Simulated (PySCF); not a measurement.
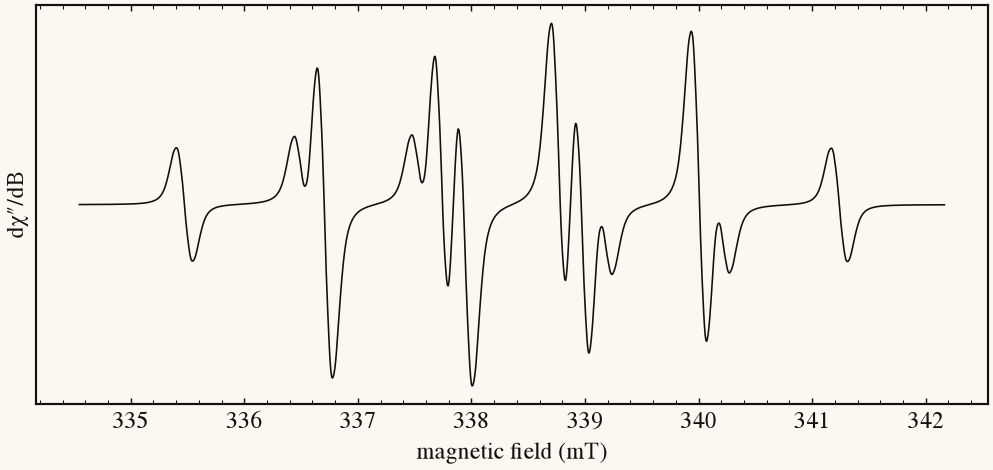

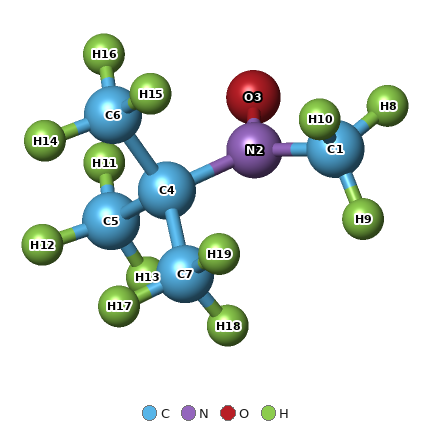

First-order isotropic EPR spectrum (fast tumbling, first derivative) of C₅H₁₂NO, SMILES CN([O])C(C)(C)C, doublet at 9.50 GHz, Lorentzian lines of 0.10 mT full width at half height, from computed g and hyperfine couplings (B3LYP/pcH-1 in PySCF, at a GFN2-xTB geometry (no frequency check), gas phase); values of one conformer, averaged over methyl-type rotors alone; no vibrational averaging; dilute isotopes left out. The SMILES is one Lewis form and needn't show where the spin sits.

Which couplings does the calculation give? The spectrum shows the sizes of those above the line width, not their signs.

| nuclei | isotope | a (mT) | a (MHz) |
| --- | --- | --- | --- |
| H8, H9, H10 | ¹H | 1.23 | 34.6 |
| N2 | ¹⁴N | 1.03 | 29.0 |
| H11, H12, H13 | ¹H | −0.04 | −1.2 |
| H17, H18, H19 | ¹H | −0.03 | −0.9 |

What is the g value, and how wide is the spectrum?

g_iso = 2.0060, which centres the spectrum at 338.4 mT; it spans 6.0 mT.

Note: the tight-binding geometry is rougher than a DFT one and adds to the error.
